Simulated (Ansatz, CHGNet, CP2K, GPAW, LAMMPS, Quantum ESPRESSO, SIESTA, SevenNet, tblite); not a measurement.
**Running amorphous Hg33S25Se8 (66 atoms) with GPAW**

How do the settings of GPAW change the result for amorphous Hg33S25Se8 (66 atoms)? A plane-wave run serves as the yardstick.

Main program and level: GPAW 26.7.0; the method is named at each step.

## 1. The starting structure

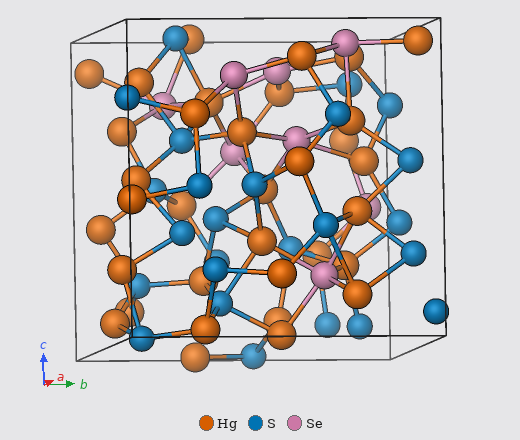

The cell as given, slightly off an axis (mercury orange, sulfur blue, selenium pink). Bonds to atoms that aren't drawn are left out. Some periodic images of atoms are drawn too.

The cell holds 66 atoms: 33 Hg, 25 S and 8 Se. Its edges and angles: a = 12.034 Å, b = 12.034 Å, c = 12.034 Å, α = 90.0°, β = 90.0°, γ = 90.0°. 66 atoms (33 Hg, 25 S, 8 Se) placed at random at 7.67 g/cm³, melted at 2500 K for 10 ps at fixed volume with the Stillinger-Weber II-VI potential (Zhou et al., Phys. Rev. B 88, 085309 (2013)). Quenched from 2500 K to 500 K at 10 K/ps and fixed volume, held 5 ps, then minimised at fixed cell.

The yardstick, on the same geometry:

```
method                 : Kohn-Sham DFT, PBE, SSSP efficiency 1.3.0 pseudopotentials, plane waves (Quantum ESPRESSO 7.5); sssp-pbe-1.3.0-efficiency, cutoffs 45/360 Ry, Γ point
r.m.s. force component : 0.3776 eV/Å
longest force          : 1.337 eV/Å
pressure               : -1.074 GPa
time                   : 6.6 min on 4 MPI ranks of Arm Neoverse V2, shared host
CPU time               : 27 min
```

## 2. PBE, LCAO dzp, h 0.2 Å

Method: Kohn-Sham DFT, PBE, PAW, atomic orbitals (dzp).

Input file run.py:

```python
import numpy as np
from ase.io import read
from gpaw import GPAW, FermiDirac

atoms = read("structure.xyz")
atoms.calc = GPAW(
    mode="lcao",
    basis="dzp",
    h=0.2,
    xc="PBE",
    kpts={"size": (1, 1, 1), "gamma": True},
    occupations=FermiDirac(0.05),
    maxiter=200,
    symmetry={"point_group": False},
    txt="gpaw.txt",
)
energy = atoms.get_potential_energy(force_consistent=True)
forces = atoms.get_forces()
print(f"energy {energy:.6f} eV")
print("forces (eV/A)")
for i, (a, f) in enumerate(zip(atoms, forces)):
    print(f"{i:4d} {a.symbol:2s} {f[0]:10.5f} {f[1]:10.5f} {f[2]:10.5f}")
print(f"Fermi level {atoms.calc.get_fermi_level():.4f} eV")
for k in range(len(atoms.calc.get_ibz_k_points())):
    for s in range(atoms.calc.get_number_of_spins()):
        e = atoms.calc.get_eigenvalues(kpt=k, spin=s)
        n = np.searchsorted(e, atoms.calc.get_fermi_level())
        print(f"k {k} spin {s} levels about the Fermi level:", np.round(e[max(n - 6, 0):n], 4).tolist(), "|", np.round(e[n:n + 6], 4).tolist())
```

Input file structure.xyz:

```xyz
66
Lattice="12.03400 0.00000 0.00000 0.00000 12.03400 0.00000 0.00000 0.00000 12.03400" Properties=species:S:1:pos:R:3 pbc="T T T"
Hg 2.01762 7.60332 9.98834
Hg 11.46299 5.88944 2.42485
Hg 8.91021 9.27364 4.96535
Hg 4.48483 0.70062 1.08005
Hg 7.45242 5.85996 3.95425
Hg 10.41410 6.98429 10.73385
Hg 10.05296 9.01780 1.72832
Hg 10.81050 2.78009 8.54426
Hg 3.90720 4.22466 2.71824
Hg 10.73072 0.32119 5.31036
Hg 7.62354 5.13599 8.07108
Hg 0.20554 10.36537 8.27783
Hg 5.85659 1.54432 10.09111
Hg 5.61037 9.65404 11.04420
Hg 5.39677 10.18907 7.11221
Hg 6.72881 6.67406 0.44995
Hg 0.68594 0.56680 10.81183
Hg 7.02954 1.15490 6.31027
Hg 4.11575 6.54265 6.15864
Hg 1.01760 9.11660 3.88337
Hg 0.30963 2.00920 1.82291
Hg 11.37357 6.64794 6.67129
Hg 9.24019 11.65637 11.37839
Hg 3.09623 0.47161 4.73345
Hg 7.23604 0.52011 2.90669
Hg 2.91271 1.37862 8.45437
Hg 3.27421 7.17130 1.21315
Hg 8.34991 9.17147 8.42958
Hg 1.20713 3.92032 5.77596
Hg 8.80311 3.39214 0.51686
Hg 4.15787 4.50264 9.44801
Hg 5.07486 9.42515 3.19996
Hg 1.84662 4.22165 12.01571
S 2.77588 1.90414 2.63268
S 8.82056 11.35865 6.88321
S 7.35951 1.20280 0.28978
S 9.09650 5.32529 5.97344
S 2.00125 10.28859 10.26982
S 11.30209 11.79765 0.97596
S 3.17457 7.72089 3.96292
S 5.28593 4.49097 4.95536
S 7.84160 2.73918 4.23922
S 0.61650 6.67225 0.10855
S 5.44442 11.49307 4.77690
S 9.43730 11.30739 3.30803
S 4.61083 11.36238 9.27629
S 3.30658 2.49633 6.18475
S 1.60762 5.15657 3.59383
S 4.46329 3.21741 11.85830
S 5.95659 3.12475 7.87649
S 10.96261 7.69105 4.28615
S 6.62568 4.35426 1.65937
S 1.06128 9.45355 1.24769
S 10.83132 2.89791 5.80857
S 3.98205 10.16680 0.96946
S 10.42626 3.52825 2.66673
[... 6 atom lines left out ...]
Se 1.92063 5.84540 7.73702
Se 7.40308 8.24052 2.65145
Se 9.37160 4.55415 10.09833
Se 8.39564 9.01960 11.35733
```

The run is started by

```bash
$ OMP_NUM_THREADS=1 python run.py > output.txt
```

The program printed:

```text
energy -115.089244 eV
forces (eV/A)
   0 Hg   -0.34548    0.52102   -0.28684
   1 Hg   -0.22100   -0.29385    0.04229
   2 Hg   -0.15031    0.37020    0.26482
   3 Hg   -0.34302   -0.25878   -0.15514
   4 Hg   -0.25922   -0.46947    0.24888
   5 Hg    0.14823   -0.35020    0.18536
   6 Hg    0.62507    0.22528    0.00565
   7 Hg   -0.26329   -0.04224   -0.75984
   8 Hg    0.62827    0.41828    0.41349
   9 Hg    0.19161    0.77293   -0.22747
  10 Hg    0.16006   -0.27878   -0.37227
  11 Hg    0.55540    0.16901    0.20360
  12 Hg    0.31250    0.13127   -0.26223
  13 Hg    0.10384    0.18127    0.33938
  14 Hg    0.23860   -0.01258   -0.08201
  15 Hg   -0.10920   -0.48987    0.06753
  16 Hg   -0.22787    0.04261    0.31784
  17 Hg    0.52114    0.72446   -0.19028
  18 Hg   -0.07279   -0.31613   -0.32963
  19 Hg    0.22748    0.28652   -0.45356
  20 Hg   -0.26923    0.03673    0.19478
  21 Hg   -0.09211   -0.46680   -0.28932
  22 Hg   -0.14964    0.36658   -0.05820
  23 Hg   -0.28615   -0.25130    0.05016
[...]
58 Se    0.24989   -0.19795    0.20176
  59 Se    0.11860   -0.59372    0.39486
  60 Se   -0.01102    0.62677    0.13400
  61 Se    0.01648   -0.14937    0.50297
  62 Se    0.16311    0.57156    0.16504
  63 Se    0.27984   -0.32155    0.42161
  64 Se   -0.29057    0.12894    0.43245
  65 Se   -0.29072   -0.20467   -0.64215
Fermi level 4.3898 eV
k 0 spin 0 levels about the Fermi level: [3.9917, 4.0872, 4.2221, 4.24, 4.2805, 4.3208] | [4.4161, 4.6255, 4.6552, 4.7897, 4.859, 4.9124]
```

gpaw.txt:

```text
Input parameters:
  mode=LCAO(),
  basis={'default': 'dzp'},
  h=0.2,
  kpts=MonkhorstPack(size=(1, 1, 1), gamma=True),
  maxiter=200,
  occupations=Occupations(name='fermi-dirac', width=0.05, fixmagmom=False),
  symmetry=Symmetry(point_group=False),
  xc=XC(name='PBE')
Unit cell  # Å
| periodic |         x |         y |         z |   lengths |    angles |
|----------|-----------|-----------|-----------|-----------|-----------|
|      yes | 12.034000 |  0.000000 |  0.000000 | 12.034000 | 90.000000 |
|      yes |  0.000000 | 12.034000 |  0.000000 | 12.034000 | 90.000000 |
|      yes |  0.000000 |  0.000000 | 12.034000 | 12.034000 | 90.000000 |
Number of symmetries: 1
Symmetry operations  # r_c * U_cc + t_c -> r_c
|   | kind |            matrix            |
|---|------|------------------------------|
| 0 |  E   |  1, 0, 0,  0, 1, 0,  0, 0, 1 |
BZ-sampling:
  Number of BZ points: 1
  Number of IBZ points: 1
  Monkhorst-Pack size: [1, 1, 1]
  Monkhorst-Pack shift: [0, 0, 0]
[... lines left out ...]
  Fermi-Dirac:
[... lines left out ...]
xc functional:
  name: PBE with 2 nearest neighbor stencil
interpolation: tri-quintic # 5. degree polynomial
Initialization done in: 10.050 s
convergence criteria:
- Maximum [total energy] change in last 3 cyles: 0.0005 eV / valence electron
- Maximum integral of absolute [dens]ity change: 0.0001 electrons / valence electron
- Maximum integral of absolute [eigenst]ate change: 4e-08 eV^2 / valence electron
maximum number of iterations: 200
SCF iterations
|iter     |      energy | eigst |  dens |
|---------|-------------|-------|-------|
|iter:   1| -131.590880 |      c|       |
|iter:   2| -126.506005 |      c| -1.28 |
|iter:   3| -120.490324 |      c| -1.34 |
|iter:   4| -117.734657 |      c| -1.54 |
|iter:   5| -118.861045 |      c| -1.69 |
|iter:   6| -116.424025 |      c| -1.74 |
|iter:   7| -115.493433 |      c| -1.89 |
|iter:   8| -115.302555 |      c| -2.08 |
|iter:   9| -115.100282c|      c| -2.28 |
|iter:  10| -115.023622c|      c| -2.52 |
|iter:  11| -114.999880c|      c| -2.77 |
[...]
|iter:  15| -114.992230c|      c| -3.70 |
|iter:  16| -114.992936c|      c| -3.85 |
|iter:  17| -114.992567c|      c| -4.00c|
Converged in 17 steps
SCF loop duration: 189.539 s (11.149 s/step)
Energy contributions relative to reference atoms: (reference = -18394409.452490)
Energy contributions:
  Kinetic:         592.073382
  Coulomb:        -520.058348
  Zero:              4.256519
  External:          0.000000
  Xc:             -191.167444
  Entropy:          -0.193353
  Spinorbit:         0.000000
  ----------------------------
  Free energy:    -115.089244
  Extrapolated:   -114.992567
dipole moment: (-53.013943, -36.610921, -7.021585)  # |e|*Ang
Fermi level: 4.390
Eigenvalues  # (at kpt = [0.000, 0.000, 0.000])
| band index |      eig [eV] | occ [0-2] |
|------------|---------------|-----------|
|          0 |       -58.879 |     2.000 |
|        ... |               |           |
|        388 |         3.854 |     2.000 |
|        389 |         3.874 |     2.000 |
[...]
|        403 |         5.114 |     0.000 |
|        ... |               |           |
|        479 |        10.882 |     0.000 |
Gap: 0.095 eV
Transition (v -> c):
  (s=0, k=0, n=395, [0.00, 0.00, 0.00]) -> (s=0, k=0, n=396, [0.00, 0.00, 0.00])
No difference between direct/indirect transitions
Force computation time: 25.678  # s
timing:  # [seconds]
  Total:  225.282  # ━━━━━━━━━━━━━━━━━━━━━━━━━━━━━━━━━━━━━━━━━━━━━━━━━━━━━━━━
  Init:    10.049  # ━━╸
  SCF:    189.539  # ━━━━━━━━━━━━━━━━━━━━━━━━━━━━━━━━━━━━━━━━━━━━━━━
  Forces:  25.678  # ━━━━━━╸
```

Wall time 3.8 min (1 thread of Arm Neoverse V2, shared host); peak memory 1.8 GiB.

Banners, paths, timers and routine set-up lines are dropped from the logs unmarked, and long logs keep their key lines alone; longer cuts are marked.

Compared with the plane-wave run:

```yaml
r_m_s_force_component: 0.3712 eV/Å
r_m_s_difference_of_force_components: 56.07 meV/Å
longest_difference_of_force_vectors: 208.1 meV/Å
force_difference_over_r_m_s_force: 14.85 %
slope_of_forces_against_the_reference_s: 0.9722
correlation_of_force_components: 0.9889
```

Length of the force difference by element (eV/Å):

| element | atoms | mean | most |
| --- | --- | --- | --- |
| Hg | 33 | 0.074 | 0.15 |
| S | 25 | 0.11 | 0.21 |
| Se | 8 | 0.081 | 0.11 |

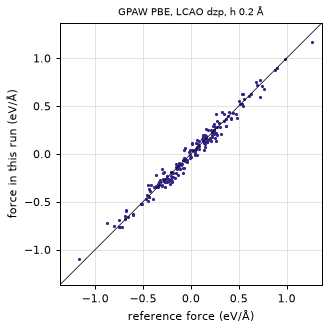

Force components against those of the reference; the line marks equality.

The surroundings of Se63, one of the 8 Se atoms, nearest first, numbered as they follow in the input and with coordinates relative to it.

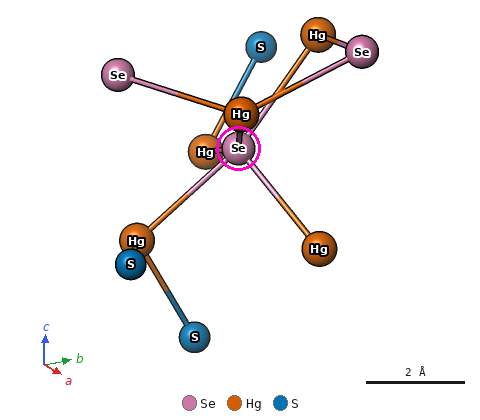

The atoms of the table, within 4.2 Å (arrows a, b, c point along x, y, z); some may hide others; the central atom is ringed.

```
atom      x      y      z  distance (Å)  bonds     Fx     Fy  Fz (eV/Å)
Se63   0.00   0.00   0.00          0.00      5   0.16   0.57       0.17
Hg19   2.20   0.70  -1.58          2.79      4  -0.07  -0.32      -0.33
Hg29  -0.71  -1.93  -1.96          2.84      4  -0.34  -0.63      -0.35
 Hg1   0.10   1.76   2.25          2.86      4  -0.35   0.52      -0.29
Hg22  -2.58   0.80  -1.07          2.91      4  -0.09  -0.47      -0.29
Hg31   2.24  -1.34   1.71          3.12      5   0.08  -0.16      -0.05
Se60  -0.65  -2.58   1.81          3.22      5   0.12  -0.59       0.39
 S47   1.39  -3.35  -1.55          3.94      3  -0.15   0.41       0.87
 S57  -3.20   2.42   0.77          4.09      4   0.05   0.15      -0.10
Se62   2.74   1.20   2.85          4.14      5   0.02  -0.15       0.50
 S48  -0.31  -0.69  -4.14          4.21      3   0.25   0.06      -0.06
```

Atoms are counted from 1 here, from 0 in the log.

Forces lie 15 % from the reference's, at 0.14 times its CPU time (on 1 against 4 cores).

## 3. PBE, grid h 0.24 Å

Method: Kohn-Sham DFT, PBE, PAW, finite differences on a real-space grid.

run.py, as its differences from that of step 2:

```diff
@@ -3,2 +3,3 @@
 from gpaw import GPAW, FermiDirac
+from ase.parallel import parprint as print
 
@@ -6,5 +7,4 @@
 atoms.calc = GPAW(
-    mode="lcao",
-    basis="dzp",
-    h=0.2,
+    mode="fd",
+    h=0.24,
     xc="PBE",
@@ -14,2 +14,3 @@
     symmetry={"point_group": False},
+    nbands=549,
     txt="gpaw.txt",
```

structure.xyz is that of step 2.

The run is started by

```bash
$ OMP_NUM_THREADS=1 mpirun -np 4 gpaw python run.py > output.txt
```

The program printed:

```text
energy -152.744487 eV
forces (eV/A)
   0 Hg   -0.27158    0.52426   -0.27729
   1 Hg   -0.16626   -0.29365    0.12709
   2 Hg   -0.06630    0.42106    0.20434
   3 Hg   -0.34603   -0.21479   -0.16492
   4 Hg   -0.29288   -0.54518    0.27392
   5 Hg    0.16393   -0.38077    0.10724
   6 Hg    0.62495    0.27341    0.08204
   7 Hg   -0.24239   -0.06492   -0.71833
   8 Hg    0.56276    0.33773    0.48351
   9 Hg    0.19667    0.78982   -0.21356
  10 Hg    0.14607   -0.27294   -0.44141
  11 Hg    0.49809    0.16353    0.24507
  12 Hg    0.26054    0.13726   -0.23624
  13 Hg    0.01260    0.15420    0.33358
  14 Hg    0.20890    0.03466   -0.02780
  15 Hg   -0.12775   -0.54360    0.10935
  16 Hg   -0.26437   -0.00309    0.27272
  17 Hg    0.50955    0.71137   -0.21721
  18 Hg   -0.08397   -0.33097   -0.32403
  19 Hg    0.22590    0.27323   -0.45220
  20 Hg   -0.29954    0.02652    0.17242
  21 Hg   -0.11288   -0.41891   -0.25838
  22 Hg   -0.11699    0.34351   -0.09025
  23 Hg   -0.19977   -0.20527    0.07821
[...]
58 Se    0.16596   -0.12788    0.17311
  59 Se    0.14856   -0.63173    0.39910
  60 Se   -0.02995    0.64791    0.07270
  61 Se   -0.07248   -0.10376    0.58266
  62 Se    0.25844    0.58136    0.16773
  63 Se    0.29343   -0.35631    0.39277
  64 Se   -0.26233    0.22151    0.36990
  65 Se   -0.32102   -0.21011   -0.55319
Fermi level 4.3647 eV
k 0 spin 0 levels about the Fermi level: [3.9605, 4.0603, 4.1909, 4.2192, 4.2533, 4.2944] | [4.3915, 4.6182, 4.654, 4.7959, 4.8571, 4.9063]
```

gpaw.txt:

```text
Input parameters:
  mode=FD(),
  h=0.24,
  kpts=MonkhorstPack(size=(1, 1, 1), gamma=True),
  maxiter=200,
  nbands=549,
  occupations=Occupations(name='fermi-dirac', width=0.05, fixmagmom=False),
  symmetry=Symmetry(point_group=False),
  xc=XC(name='PBE')
Diagonalizing LCAO Hamiltonian
Converting LCAO to fd mode
        .-----------------------------.
       /|                      Hg     |
[... lines left out ...]
  Converge bands: occupied
[... lines left out ...]
  Fermi-Dirac:
[... lines left out ...]
convergence criteria:
- Maximum [total energy] change in last 3 cyles: 0.0005 eV / valence electron
[... lines left out ...]
Converged in 26 steps
[... lines left out ...]
  Coulomb:        -739.201557
  Zero:            -64.881083
  External:          0.000000
  Xc:             -229.474058
  Entropy:          -0.189265
  Spinorbit:         0.000000
  ----------------------------
  Free energy:    -152.744487
  Extrapolated:   -152.649855
dipole moment: (-52.657715, -36.232025, -7.451247)  # |e|*Ang
Fermi level: 4.365
Eigenvalues  # (at kpt = [0.000, 0.000, 0.000])
| band index |      eig [eV] | occ [0-2] |
|------------|---------------|-----------|
|          0 |       -59.055 |     2.000 |
|        ... |               |           |
|        388 |         3.824 |     2.000 |
|        389 |         3.846 |     2.000 |
[...]
|        403 |         5.119 |     0.000 |
|        ... |               |           |
|        548 |        14.269 |     0.000 |
Gap: 0.097 eV
Transition (v -> c):
  (s=0, k=0, n=395, [0.00, 0.00, 0.00]) -> (s=0, k=0, n=396, [0.00, 0.00, 0.00])
No difference between direct/indirect transitions
Force computation time: 4.789  # s
```

Wall time 6 min (4 MPI ranks); peak memory 3.6 GiB.

Compared with the plane-wave run:

- r.m.s. force component: 0.3862 eV/Å
- r.m.s. difference of force components: 32.81 meV/Å
- longest difference of force vectors: 105.7 meV/Å
- force difference over r.m.s. force: 8.69 %
- slope of forces against the reference's: 1.019
- correlation of force components: 0.9966

This is a coarse setting, run to see what it loses.

Against the first run (15 %), the force difference from the reference is 8.7 %, at 6.3 times the CPU time (on 4 against 1 cores) (26 SCF steps against 17).

## 4. PBE, LCAO dzp, h 0.28 Å

Method: Kohn-Sham DFT, PBE, PAW, atomic orbitals (dzp).

run.py, as its differences from that of step 3:

```diff
@@ -3,3 +3,2 @@
 from gpaw import GPAW, FermiDirac
-from ase.parallel import parprint as print
 
@@ -7,4 +6,5 @@
 atoms.calc = GPAW(
-    mode="fd",
-    h=0.24,
+    mode="lcao",
+    basis="dzp",
+    h=0.28,
     xc="PBE",
@@ -14,3 +14,2 @@
     symmetry={"point_group": False},
-    nbands=549,
     txt="gpaw.txt",
```

structure.xyz is that of step 3.

The run is started by

```bash
$ OMP_NUM_THREADS=1 python run.py > output.txt
```

The program printed:

```text
energy -104.667176 eV
forces (eV/A)
   0 Hg   -0.34115    0.53464   -0.28715
   1 Hg   -0.21120   -0.29562    0.04708
   2 Hg   -0.15271    0.37069    0.26067
   3 Hg   -0.33287   -0.26570   -0.14768
   4 Hg   -0.24967   -0.45498    0.25606
   5 Hg    0.14465   -0.35687    0.18654
   6 Hg    0.62216    0.21374    0.00313
   7 Hg   -0.25383   -0.03730   -0.76806
   8 Hg    0.63436    0.42205    0.41687
   9 Hg    0.19188    0.77631   -0.24654
  10 Hg    0.16394   -0.28461   -0.36927
  11 Hg    0.55274    0.14008    0.20089
  12 Hg    0.31608    0.12174   -0.26630
  13 Hg    0.10904    0.19369    0.35020
  14 Hg    0.23971   -0.01434   -0.07512
  15 Hg   -0.11208   -0.48874    0.05720
  16 Hg   -0.22386    0.04027    0.32045
  17 Hg    0.51620    0.72676   -0.16543
  18 Hg   -0.08013   -0.31469   -0.33413
  19 Hg    0.22508    0.28195   -0.44622
  20 Hg   -0.26417    0.03397    0.19632
  21 Hg   -0.09219   -0.45271   -0.28757
  22 Hg   -0.15695    0.36740   -0.05289
  23 Hg   -0.29736   -0.24808    0.04160
[...]
58 Se    0.28438   -0.16848    0.18810
  59 Se    0.13240   -0.59098    0.32918
  60 Se   -0.01861    0.62272    0.09730
  61 Se    0.02124   -0.09324    0.48222
  62 Se    0.18388    0.53196    0.26815
  63 Se    0.26152   -0.28305    0.38193
  64 Se   -0.23345    0.19198    0.35994
  65 Se   -0.21637   -0.18552   -0.64011
Fermi level 4.3906 eV
k 0 spin 0 levels about the Fermi level: [3.9924, 4.0878, 4.223, 4.2408, 4.2813, 4.3215] | [4.417, 4.6261, 4.6559, 4.7901, 4.8596, 4.9132]
```

gpaw.txt:

```text
Input parameters:
  mode=LCAO(),
  basis={'default': 'dzp'},
  h=0.28,
  kpts=MonkhorstPack(size=(1, 1, 1), gamma=True),
  maxiter=200,
  occupations=Occupations(name='fermi-dirac', width=0.05, fixmagmom=False),
  symmetry=Symmetry(point_group=False),
  xc=XC(name='PBE')
Unit cell  # Å
| periodic |         x |         y |         z |   lengths |    angles |
[... lines left out ...]
  Fermi-Dirac:
[... lines left out ...]
convergence criteria:
- Maximum [total energy] change in last 3 cyles: 0.0005 eV / valence electron
[... lines left out ...]
Converged in 17 steps
[... lines left out ...]
  Free energy:    -104.667176
  Extrapolated:   -104.570487
dipole moment: (-53.074797, -36.343886, -7.096993)  # |e|*Ang
Fermi level: 4.391
Eigenvalues  # (at kpt = [0.000, 0.000, 0.000])
| band index |      eig [eV] | occ [0-2] |
|------------|---------------|-----------|
|          0 |       -58.876 |     2.000 |
|        ... |               |           |
|        388 |         3.855 |     2.000 |
|        389 |         3.875 |     2.000 |
[...]
|        403 |         5.115 |     0.000 |
|        ... |               |           |
|        479 |        10.882 |     0.000 |
Gap: 0.095 eV
Transition (v -> c):
  (s=0, k=0, n=395, [0.00, 0.00, 0.00]) -> (s=0, k=0, n=396, [0.00, 0.00, 0.00])
No difference between direct/indirect transitions
Force computation time: 13.118  # s
timing:  # [seconds]
  Total:  123.005  # ━━━━━━━━━━━━━━━━━━━━━━━━━━━━━━━━━━━━━━━━━━━━━━━━━━━━━━━━
  Init:     7.783  # ━━━╸
  SCF:    102.084  # ━━━━━━━━━━━━━━━━━━━━━━━━━━━━━━━━━━━━━━━━━━━━━━╸
  Forces:  13.118  # ━━━━━━
```

It took 2.1 min on 1 thread; peak memory 0.84 GiB.

Numbers from this run, and their distance from the reference:

- r.m.s. force component: 0.3705 eV/Å
- r.m.s. difference of force components: 57.31 meV/Å
- longest difference of force vectors: 195.5 meV/Å
- force difference over r.m.s. force: 15.18 %
- slope of forces against the reference's: 0.9699
- correlation of force components: 0.9885
- energy less the same-level run's: 157.9 meV/atom
- r.m.s. force difference from the same-level run: 31.7 meV/Å

This is a coarse setting, run to see what it loses.

Against the first run (15 %), the force difference from the reference is 15 %, at 0.55 times the CPU time.

[end of part 1 of 2]

[Also dropped from logs without a mark: logging warnings of Python, and SIESTA's first energy breakdown and zero terms.]

[Logs are printed without paths, hosts, clocks, repeated set-up lines and the standing remarks that a program may print on its own settings, such as how far it seeks lower states.]

[Hosts, paths, dates, database ids (printed as entryN), source tags and the programs' standing remarks are cut or masked in the printed files.]
